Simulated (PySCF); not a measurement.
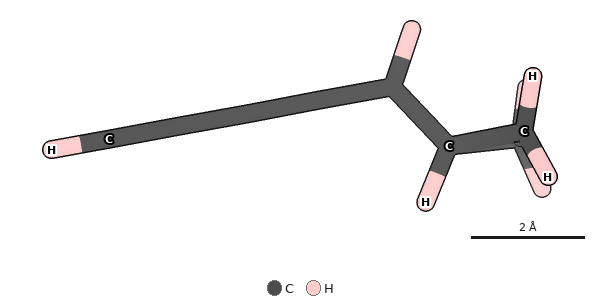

*The input geometry (stick view, seen on its broad side).*

Bond lengths as drawn: C–C 1.21 to 1.52 Å and C–H 1.05 to 1.08 Å.

# Run report: C₈H₇, EPR calculation

The run: EPR calculation of C₈H₇, multiplicity 2, SMILES C#CC#C[CH]C1CC1. Method and program: UKS B3LYP, pcH-1 on C H, non-relativistic, mean-field spin-orbit, GIAO (PySCF 2.14.0).

It belongs to a series of runs on one base structure; here: H removed from sp3 C.

**Log**
```
UKS, coarse grid
  cycle   1  E = -308.84889027  |g| = 2.97e-01
  cycle   2  E = -308.85578842  |g| = 2.81e-01
  cycle   3  E = -308.89585162  |g| = 7.56e-02
  cycle   4  E = -308.89761039  |g| = 4.91e-02
  cycle   5  E = -308.89877782  |g| = 1.62e-02
  cycle   6  E = -308.89895857  |g| = 5.06e-03
  cycle   7  E = -308.89901296  |g| = 2.27e-03
  cycle   8  E = -308.89902527  |g| = 1.68e-03
  cycle   9  E = -308.89902915  |g| = 6.83e-04
UKS, final grid
  cycle   1  E = -308.89903343  |g| = 9.09e-04
  cycle   2  E = -308.89903208  |g| = 1.97e-03
  cycle   3  E = -308.89903436  |g| = 3.06e-04
  cycle   4  E = -308.89903449  |g| = 2.31e-04
  cycle   5  E = -308.89903469  |g| = 6.35e-05
  cycle   6  E = -308.89903469  |g| = 3.51e-05
  cycle   7  E = -308.89903469  |g| = 2.22e-05
E = -308.89903469 Eh   <S^2> = 0.7786 (exact 0.7500)
g shifts (ppm)      1          2          3
  rmc          -150       -150       -150
  gc              8         36         29
  oz_so           8        654        894
  total        -135        540        773
hyperfine (MHz)  atom isotope    a_iso     a_fc   dipolar eigenvalues
    0   13C      29.24      29.24    -28.59    -16.99     45.58
    1   13C     -45.79     -45.79    -14.95     -0.66     15.61
    2   13C      42.04      42.04    -40.18    -28.14     68.32
    3   13C     -59.58     -59.58    -20.40     -2.00     22.39
    4   13C      52.22      52.22    -49.29    -48.41     97.70
    5   13C     -27.23     -27.23     -1.67      0.46      1.21
    6   13C      29.61      29.61     -5.67     -5.62     11.29
    7   13C      29.82      29.82     -5.70     -5.65     11.35
    8    1H     -26.93     -26.93    -11.99     -1.59     13.58
    9    1H     -43.90     -43.90    -22.04     -0.86     22.90
   10    1H       0.83       0.83     -2.57     -1.10      3.67
   11    1H       7.16       7.16     -3.03     -0.97      4.00
   12    1H      -3.68      -3.68     -3.76     -0.70      4.45
   13    1H      -3.71      -3.71     -3.77     -0.70      4.47
   14    1H       7.15       7.15     -3.05     -0.97      4.02
```

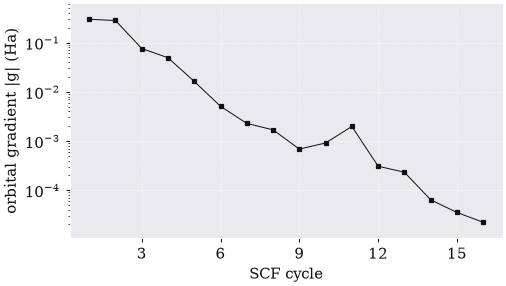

*Convergence of the self-consistent field: orbital gradient |g| against the SCF cycle.*

All cycles printed in the log are drawn one after another.

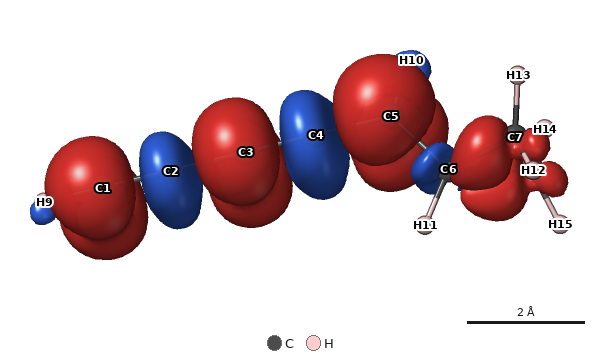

*Isosurfaces of the spin density at +0.015 (red) and −0.015 e/Å³ (blue), seen at a tilt.*

The unpaired spin (1 electron) lies mostly on C5 (about 0.4), C3 (about 0.3) and C1 (about 0.2), in electrons by Hirshfeld's partition.

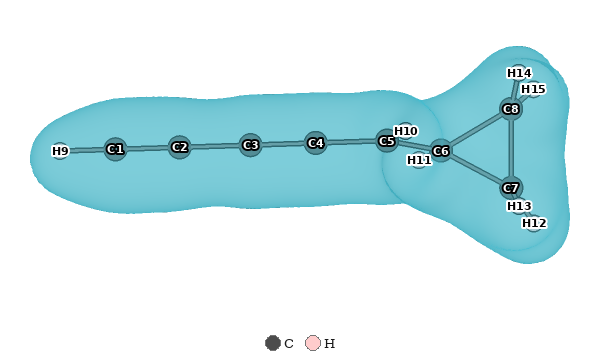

*Isosurface of the electron density at 0.2 e/Å³ (cyan), seen from the side.*

At this value the surface is in one piece. On the grid the lowest density along these lines, outside the cores, is 2.4 e/Å³ (C–C, 1.21 Å), 1.6 e/Å³ (C–H, 1.05 Å) and 1.8 e/Å³ (C–C, 1.34 Å).

The run was set up as follows.

**Input**
```
{"job": {"kind": "epr", "basis": "pcH-1"}, "charge": 0, "multiplicity": 2}
C      4.793590     0.255365     0.991812
C      3.625008    -0.016865     0.814921
C      2.334261    -0.310748     0.615003
C      1.147172    -0.594222     0.436199
C     -0.150795    -0.891802     0.233861
C     -1.090265     0.034960    -0.380600
C     -2.535259     0.047715     0.075500
C     -2.196762    -0.499691    -1.267376
H      5.804057     0.485623     1.146581
H     -0.520247    -1.861535     0.538712
H     -0.659372     0.988688    -0.661045
H     -3.030795     1.004397     0.138193
H     -2.820493    -0.645210     0.852843
H     -2.249356    -1.568336    -1.412404
H     -2.455157     0.073994    -2.144114
```

The first line tells a small driver script what to run in PySCF; the rest is the geometry in Å.

Launched with:
```bash
OMP_NUM_THREADS=1 python <driver script> task.json out
```

**Results in brief**

| quantity | value |
| --- | --- |
| outcome | converged |
| total energy | −308.899035 hartree |
| ⟨S²⟩ | 0.779 |
| isotropic g | 2.0027 |
| hardware | 1 CPU thread, shared host |
| wall time | 2.3 min |
| peak memory | 1.1 GiB |
